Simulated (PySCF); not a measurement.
C$_{3}$H$_{4}$SSe, SMILES `S=C1C[Se]C1`.

Level of theory: CAM-B3LYP/cc-pVDZ (PySCF), at a geometry from GFN2-xTB. No frequency check shows the geometry to be a minimum. GFN2-xTB bond lengths at metals and heavier atoms can be off by up to 0.1 Å and shapes distorted, which carries into these values. Without diffuse functions Rydberg states are missing, so the states' numbers hold for this basis only.

The calculation's input:

```python
import numpy as np
from pyscf import gto, scf, dft, tdscf
from pyscf.scf import atom_ks, atom_hf
from scipy.linalg import block_diag

def solve(mol, dm0=None, hcore=None):
    mf = (dft.UKS if mol.spin else dft.RKS)(mol, xc='camb3lyp')
    mf.grids.level = 3
    mf = mf.density_fit(auxbasis='def2-universal-jkfit')
    mf.conv_tol, mf.max_cycle = 1e-8, 80
    if hcore is not None:
        mf.get_hcore = lambda *args: hcore
    mf.kernel(dm0)
    if not mf.converged:
        mf = mf.newton().run(mf.mo_coeff, mf.mo_occ, max_cycle=30)
    assert mf.converged, 'SCF not converged'
    return mf

mol = gto.M(atom='''
S      2.65168     0.00005     0.00035
C      1.04075    -0.00022    -0.00120
C      0.11456    -1.16928    -0.00017
Se    -1.49451     0.00003     0.00013
C      0.11455     1.16923    -0.00017
H      0.19183    -1.79857    -0.88809
H      0.19168    -1.79860     0.88774
H      0.19185     1.79852     0.88774
H      0.19200     1.79849    -0.88809
''', basis='cc-pvdz', charge=0, spin=0, verbose=4)
mf = solve(mol)
td = mf.TDA()
td.nstates, td.singlet, td.conv_tol = 4, False, 1e-5
td.kernel()
td.analyze()
x, y = np.array([p[0] for p in td.xy]), np.array([p[1] + 0 * p[0] for p in td.xy])
f, mu = np.zeros(len(td.e)), np.zeros((len(td.e), 3))
nto = [td.get_nto(state=i + 1, verbose=4) for i in range(len(td.e))]
# spherically averaged free atoms, for the promolecule
atm = atom_ks.get_atm_nrks(mol, xc='camb3lyp')
pro = block_diag(*[(atm[a[0]][2] * atm[a[0]][3]) @ atm[a[0]][2].T for a in mol._atom])
np.savez('result.npz', e=td.e, f=f, ok=td.converged, w=[n[0] for n in nto], nto=[n[1] for n in nto], x=x, y=y, c=mf.mo_coeff, occ=mf.mo_occ, eps=mf.mo_energy, pro=pro, mu=mu)
```

Launched as:

```sh
OMP_NUM_THREADS=1 python input.py
```

The run took 2.5 min on 1 thread of Arm Neoverse V2, on a shared host, peak memory 0.62 GiB.

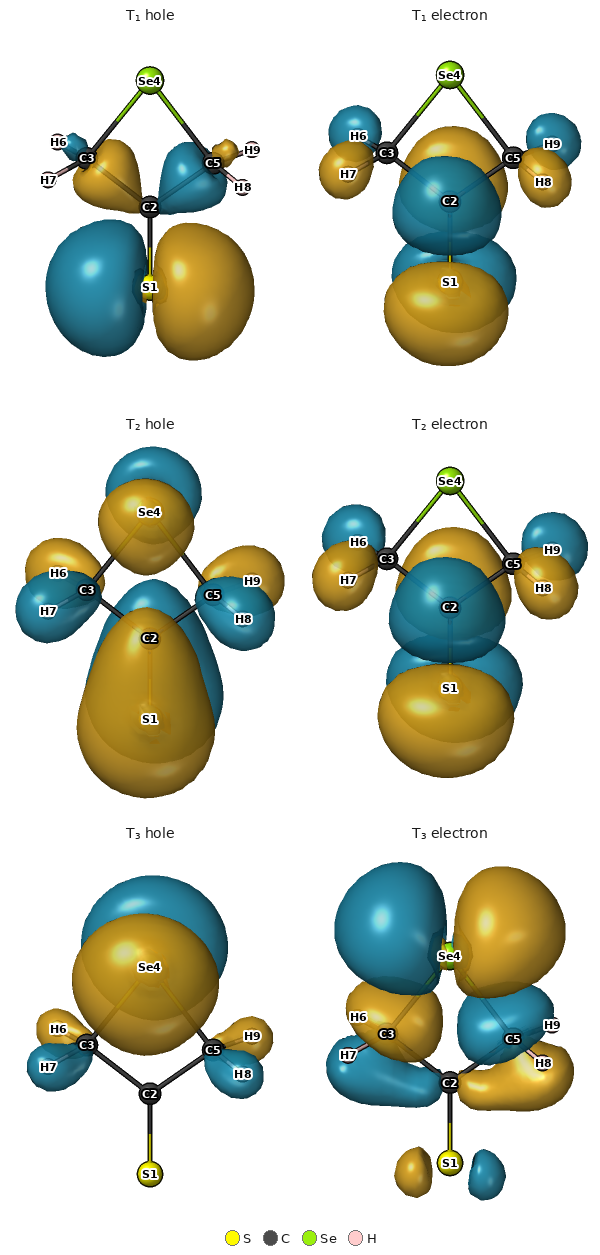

Leading natural transition orbitals (TDA triplet states).

Describe these excited states.

By state:
- T₁: 2.12 eV (584 nm), spin-forbidden from the singlet ground state, n → π*; the leading pair carries 100 %; hole on S1 (81 %) and C2 (7 %), electron on S1 (42 %), C2 (37 %) and C3 and C5 (5 % each); their centroids lie 0.7 Å apart.
- T₂: 3.06 eV (406 nm), spin-forbidden from the singlet ground state, π → π*; the leading pair carries 100 %; hole on S1 (53 %), C2 (21 %) and Se4 (10 %), electron on S1 (41 %), C2 (38 %) and C3 and C5 (5 % each); their centroids lie 0.1 Å apart.
- T₃: 3.55 eV (350 nm), spin-forbidden from the singlet ground state, n → σ*; the leading pair carries 100 %; hole on Se4 (85 %), electron on Se4 (59 %) and C3 and C5 (15 % each); their centroids lie 0.3 Å apart.
